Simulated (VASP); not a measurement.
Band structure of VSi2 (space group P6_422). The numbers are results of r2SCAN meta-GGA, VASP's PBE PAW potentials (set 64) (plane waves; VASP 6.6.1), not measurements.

The run has a spin-polarised start.

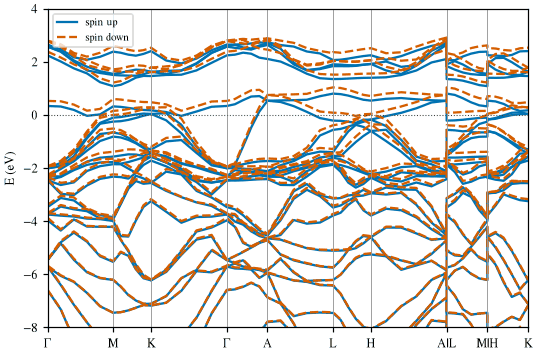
Bands along high-symmetry lines, zero at the valence-band maximum or, without a gap, the Fermi level

Task: Read the plot: is there a gap, and where are the band edges?

Result: It has no gap at this level: it comes out as a metal or semimetal.

The structure comes from a computed database's VSi2 entry (P6_422); how it stands against other phases isn't given here. It was relaxed first.
